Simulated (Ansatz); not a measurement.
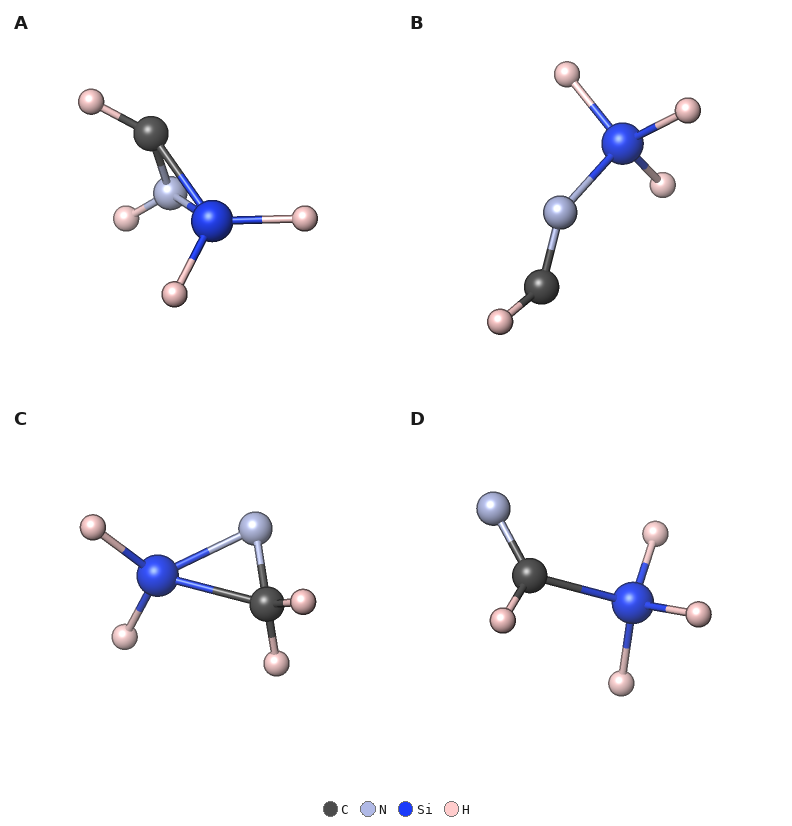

4 stationary structures of one formula. Charge 0, doublet. Geometries: PBE0-D4/def2-TZVP. Electronic energies: B3LYP-D4/def2-TZVPP (Ansatz 0.2.0), without zero-point energy. No frequency run is at hand to confirm each as a minimum. Each is one conformer, not always the lowest.

Which structure is the most stable?

Answer. B is lowest (Cs); D lies 14.2 kJ/mol above it (Cs), A lies 77.4 kJ/mol above it (C1), C lies 100.9 kJ/mol above it (C1).
